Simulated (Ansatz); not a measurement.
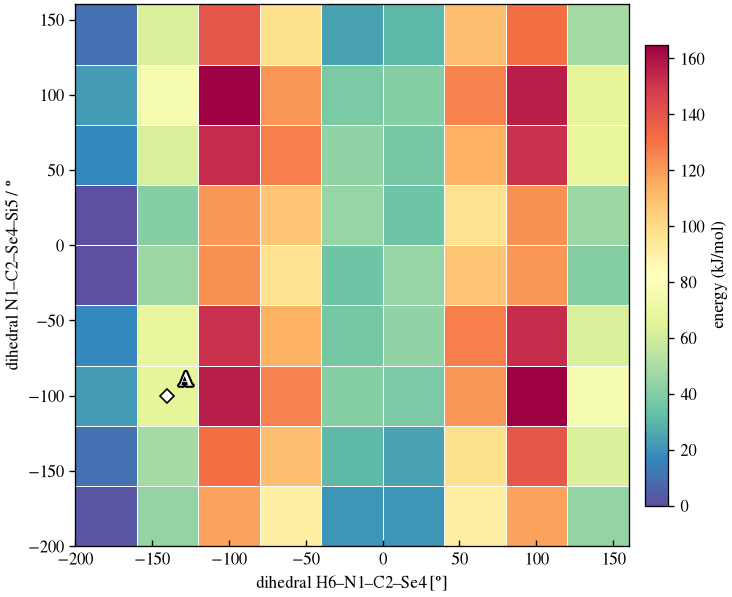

CH4FNSeSi, SMILES N=C(F)[Se][SiH3]. 
- The first coordinate is: dihedral H6–N1–C2–Se4; the second: dihedral N1–C2–Se4–Si5.
- Nothing is relaxed (all other coordinates rigid).
- Grid: 9 × 9 points.
- Points are written as (first, second).
- Energies: kJ/mol, counted from the lowest grid point.
- Energies and slopes of some neighbouring points disagree (a jump in structure or state, or too coarse a mesh). The dihedral twists a double bond; near 90° a spin-restricted reference is unreliable.
- Level of theory: RKS B3LYP-D4/def2-SVP (Ansatz 0.2.0).

Drawn: one coloured cell a grid point, the point A.

> Which way does the force act at A, and how strong is it?

A, at (−140°, −100°), is not a stationary point. The computed force is 2.2 kJ/mol for each degree towards smaller values of dihedral H6–N1–C2–Se4 and 0.37 kJ/mol for each degree towards smaller values of dihedral N1–C2–Se4–Si5.
